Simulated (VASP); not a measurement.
Band structure of BN (space group R3m). All values below come from modified Becke-Johnson potential (mBJ), VASP's PBE PAW potentials (set 64) (plane waves; VASP).

mBJ is a potential without an energy functional, so only the levels count.

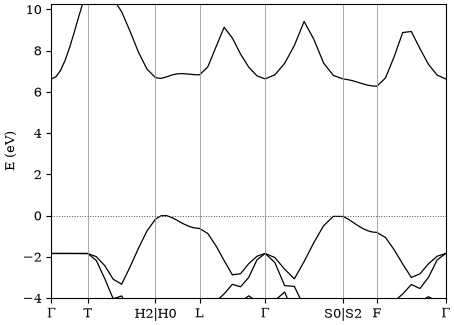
Figure: Bands along high-symmetry lines, zero at the valence-band maximum or, without a gap, the Fermi level

Read the plot: is there a gap, and where are the band edges?

The gap is indirect, 6.27 eV, from the valence maximum at H0-L at 0.25 to the conduction minimum at F.

The structure comes from a computed database's BN entry (R3m); how it stands against other phases isn't given here. It was relaxed first, which changed the volume by +15 %. The cell's shape comes from a PBE relaxation.
